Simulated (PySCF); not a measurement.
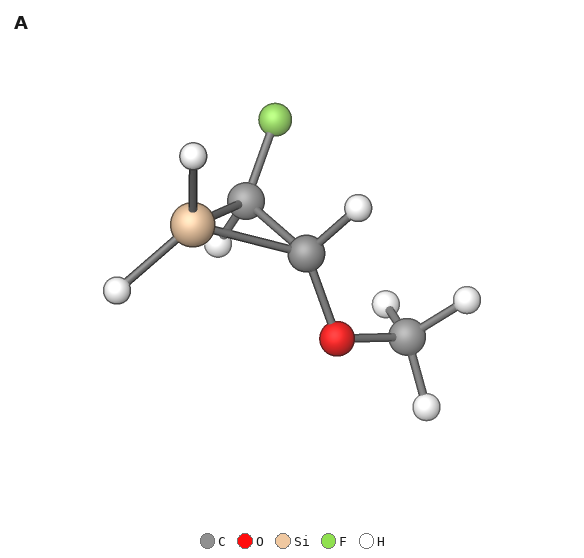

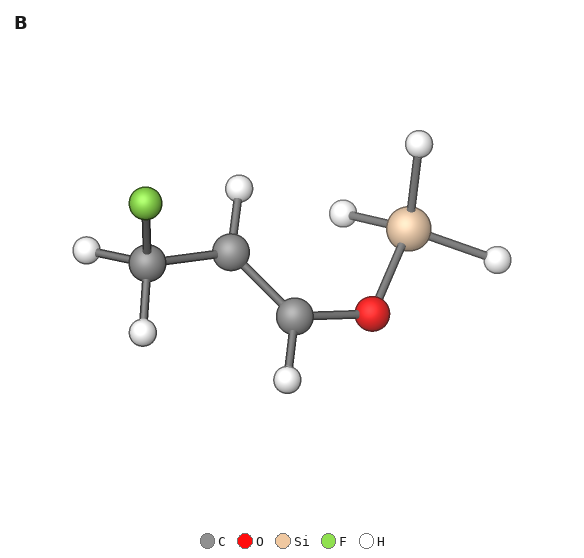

2 stationary structures of one formula. Geometries: PBE0-D3(BJ)/def2-SVP. Electronic energies: PBE0-D3(BJ)/def2-SVP (PySCF 2.14.0), without zero-point energy. No frequency run is at hand to confirm each as a minimum. Each is one conformer, not always the lowest.

> Rank them by energy, lowest first.

B is lowest; A lies 45.0 kcal/mol above it. A is `CO[C@@H]1[SiH2][C@H]1F`, B is `FC/C=C/O[SiH3]`.
